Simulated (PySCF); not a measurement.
**C$_{2}$H$_{5}$GaS$_{2}$Si: density, localisation and related maps**

```yaml
atoms:
  - { symbol: C, position_ang: [-0.9847, 0.5549, 0.7491] }
  - { symbol: C, position_ang: [-0.3121, 1.6167, 0.3031] }
  - { symbol: S, position_ang: [0.8740, 1.7281, -0.9994] }
  - { symbol: Ga, position_ang: [1.9492, -0.2545, -0.9402] }
  - { symbol: S, position_ang: [1.1615, -1.9831, 0.1896] }
  - { symbol: Si, position_ang: [-0.9008, -1.2324, 0.1706] }
  - { symbol: H, position_ang: [-1.6833, 0.7523, 1.5537] }
  - { symbol: H, position_ang: [-0.4832, 2.6002, 0.7218] }
  - { symbol: H, position_ang: [3.3253, -0.2762, -1.6965] }
  - { symbol: H, position_ang: [-1.3927, -1.3855, -1.2064] }
  - { symbol: H, position_ang: [-1.5479, -2.1179, 1.1285] }
```

Geometry: GFN2-xTB.

Method: PySCF, CAM-B3LYP/def2-SVPD, SCF density, gas phase.

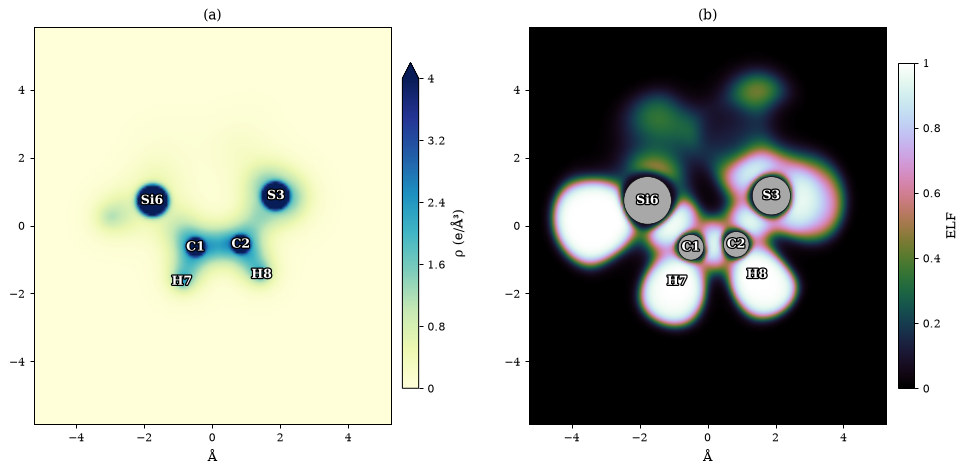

Figure 1. (a) electron density; (b) electron localisation function on the plane of atoms C1, C2 and H8. Grey discs cover the atomic cores in the ELF map.

Question: Interpret the plot.

Answer: The section cuts through C, S, Si and H sites. C–C (1.33 Å): ρ at the midpoint is about 2.3 e/Å³; the ELF peaks at about 0.90 between the atoms: a multiple bond. C–S (1.77 Å): ρ is about 1.3 e/Å³ halfway; the ELF peaks at about 0.95 between the atoms (a covalent bond). C–Si (1.88 Å): the density is about 0.96 e/Å³ at the midpoint; the ELF peaks at about 1 between the atoms: localised, covalent bonding. C–H (1.08 Å): the density is about 2 e/Å³ at the midpoint; the ELF climbs to about 1 towards the hydrogen, as it does in any bond to H (an ordinary covalent bond to hydrogen). The ELF also peaks beside S3, away from the bonds: lone-pair regions.

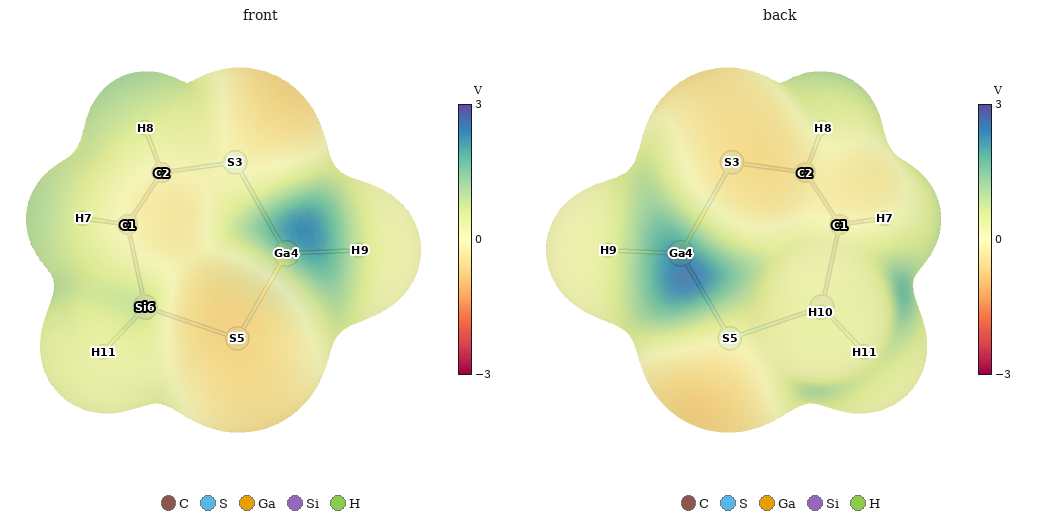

Figure 2. The molecular electrostatic potential painted on the density surface at 0.002 e/bohr³, seen from the front and from behind; the colour scale runs from red (negative) to blue (positive).

Question: Which sites attract a positive test charge, and which a negative one?

Answer: A positive charge is drawn to the negative regions and a negative charge to the positive ones. The most negative region (about −0.7 V) lies over S5, the most positive (about +2.4 V) over Ga4.
